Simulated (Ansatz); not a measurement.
Input

```
crystal:
  lattice:
    - [5.69796965, 0.0, 0.0]
    - [-2.84898482, 4.93458646, 0.0]
    - [0.0, 0.0, 2.98955483]
  atoms:
    - { symbol: Mg, position: [0.0, 0.5, 0.0] }
    - { symbol: Mg, position: [0.5, 0.5, 0.0] }
    - { symbol: Mg, position: [0.5, 0.0, 0.0] }
    - { symbol: Zr, position: [0.0, 0.0, 0.5] }
    - { symbol: "N", position: [0.66666667, 0.33333333, 0.5] }
    - { symbol: "N", position: [0.33333333, 0.66666667, 0.5] }
basis:
  ecutwfc: 420
kpoints:
  mp_grid: { grid: [12, 12, 12] }
hamiltonian:
  xc: pbe
scf:
  occupations: { method: gaussian, width: 0.1 }
output:
  forces: true
  stress: true
  eigenvalues: true
  write_density: true
  write_potential: true
  elf: true
  volumetric_format: npy
relax:
  adjacent_minimum: "off"
  f_tol: 0.01
  max_steps: 80
  cell: { stress_tol: 0.05 }
```

Run with:

```sh
ansatz run input.yaml --threads 1 --pin off --max-ram 2560MiB --backend cpu --events-out ev --progress --plain --runs-dir out
```

Below, planes, directions and counts refer to the conventional cell (a = 5.46 Å, b = 5.46 Å, c = 3.11 Å, α = 90.00°, β = 90.00°, γ = 120.00°).

The fields are those of the run's last geometry, not of the input's.

Space group P6/mmm; a structure generated by program, which may or may not match a known phase.

Computed with DFT PBE, scalar-relativistic, plane waves, PAW in Ansatz.

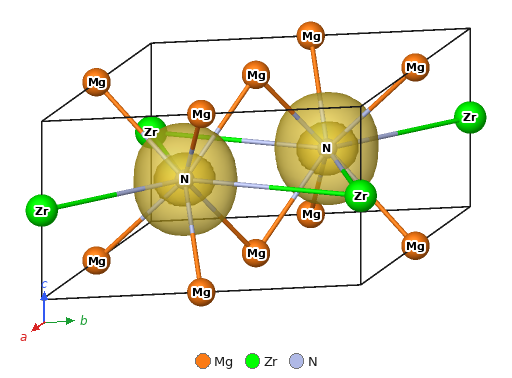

Mg₃ZrN₂. Isosurface of the ELF at 0.75 (yellow), seen slightly off an axis. Only the valence region is drawn (cores and ρ < 0.01 e/Å³ removed). Sticks mark near contacts.

> Describe the localisation domains.

The ELF exceeds this value in two regions wrapped around N (the valence shell of each), counted in one cell of 6 atoms. Regions shared between cells count once. Along the contacts the grid gives the following. Mg–N (2.21 Å): the ELF peaks at about 0.85 in the valence shell of N, 0.7 Å from its nucleus, and is about 0.40 at the midpoint. Zr–Zr (3.11 Å): the ELF is about 0.25 at the midpoint: no localised pair shows between them.
